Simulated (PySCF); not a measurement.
SMILES O=[C]OC, doublet at its CAM-B3LYP/def2-SVP optimised geometry (Å):

```
7

C     -0.8218    -0.2535     0.0000
O      0.6172    -0.2535     0.0000
C      1.1986     0.3301     1.0157
O      0.7243     0.8710     1.9563
H     -1.1986     0.7787     0.0000
H     -1.1290    -0.7741    -0.9128
H     -1.1985    -0.7787     0.8887
```

Calculation: unrestricted CAM-B3LYP/def2-TZVP in PySCF.

Map of the Laplacian of the electron density (e/bohr⁵) on the plane z = 1.5 Å:

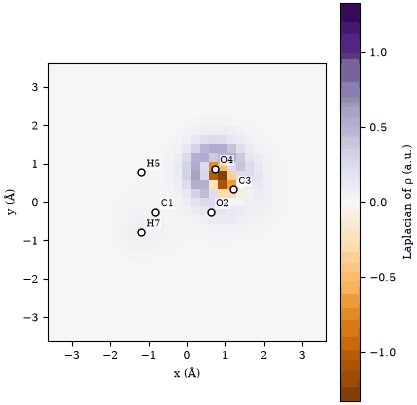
Figure: Laplacian of the electron density (e/bohr⁵) on the plane z = 1.5 Å.
